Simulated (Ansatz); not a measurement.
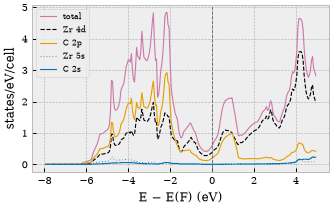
Figure. Total and projected density of states of ZrC (NiAs type, P6_3/mmc), r²SCAN (plane waves, PAW; program Ansatz)

Which orbitals carry the states next to the Fermi level?

Within 0.5 eV of the Fermi level: Zr 4d 61 %, C 2p 36 %. Projections are on Löwdin-orthogonalised atomic valence shells; empty p or d shells of many metals are not among them.

Where is the tallest occupied peak in this window, and what makes it?

Near -2.1 eV, about 4.8 states/eV per cell; the largest projected share is C 2p.

The first step of the workflow began from a Materials Project structure, measured or hypothetical; the Crystallography Open Database copy checked does not list it. It is not the phase usual at ambient conditions (space group No. 225). The cell was relaxed with r²SCAN under the symmetry of its start; whether a distortion lowers the energy is not shown. No spin polarisation was allowed. Spin–orbit coupling is left out wherever it is not named.

Potentials: the later of the program's two PAW sets.
